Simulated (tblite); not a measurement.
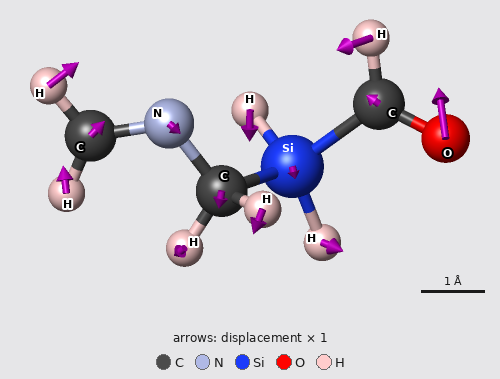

This is a relaxation of C3H7NOSi. The starting structure is drawn; purple arrows show the displacements, at their true length. The two geometries are superimposed by the best rigid fit.

The picture is a ball-and-stick view, seen at a tilt.

Method: GFN2-xTB geometry optimisation, gas phase in tblite. 

What did the optimiser do to the structure, and how much energy did it gain?

The O atom moves most after the best rigid fit: 0.92 Å. Largest moves by element: O 0.92 Å, H 0.78 Å, C 0.34 Å, N 0.25 Å, Si 0.21 Å. Among the contacts that change: C–Si 1.850 → 1.921 Å, C–N 1.297 → 1.253 Å, C–Si 1.876 → 1.919 Å, C–H 1.131 → 1.092 Å. Among the angles between lasting bonds that change: Si–C–O 118.0° → 124.2°, N–C–Si 112.5° → 106.4°, C–N–C 115.2° → 120.9°. Groups turn about C–Si by about 40°, C–Si by about 25°. Over 92 geometry steps the energy falls by 28.3 kJ/mol.
